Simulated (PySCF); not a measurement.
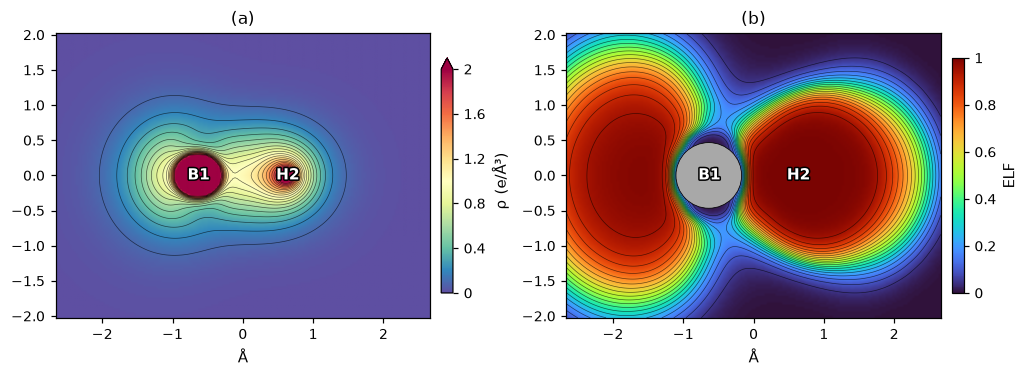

*BH (charge −1, doublet). (a) electron density; (b) ELF on a plane that holds the molecular axis. Grey discs cover the atomic cores in the ELF map.*

These are results of PBE0/aug-cc-pVDZ-DK/X2C, spin-free X2C-1e, Gaussian nucleus, at a bond length of 1.274 Å in PySCF 2.14.0, not measurements.

Question: Describe what can be read from this map.

Answer: Atoms in the plane: B and H. B–H (1.27 Å): ρ is about 1 e/Å³ halfway; the ELF climbs to about 1 towards the hydrogen, as it does in any bond to H. The ELF also peaks beside B1, away from the bonds: non-bonding electrons, paired or unpaired.
